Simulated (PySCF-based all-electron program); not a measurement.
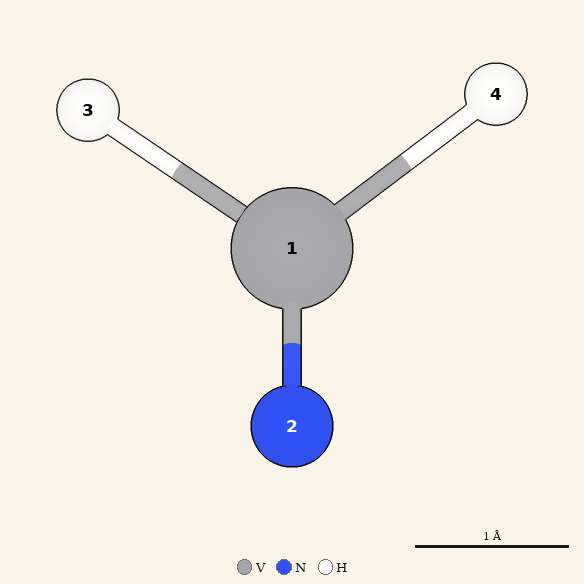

Simulated data, not a measurement (program: PySCF-based all-electron program).

The atoms are numbered. Charge 0, singlet. Geometry: a fixed input geometry, not necessarily a minimum.

List the bonds and their lengths.

```json
{"bond": "V1–N2", "length (Å)": "1.256"}
{"bond": "V1–H3", "length (Å)": "1.700"}
{"bond": "V1–H4", "length (Å)": "1.700"}
```
